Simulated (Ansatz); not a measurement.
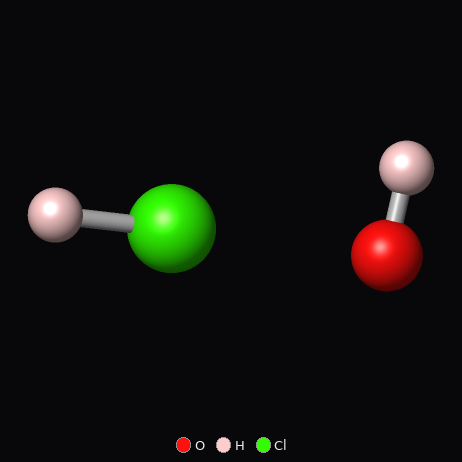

Charge −1, singlet. Computed geometry: PBE-D4/def2-SVPD optimisation. No frequency run is at hand to confirm it as a minimum.

Give the structural formula.

SMILES: Cl.[OH-]

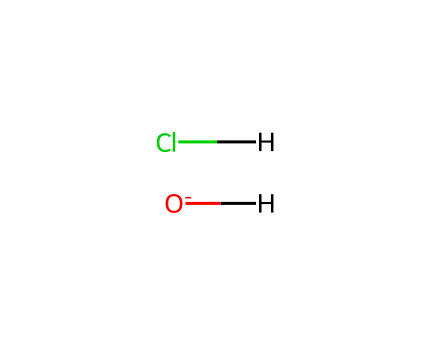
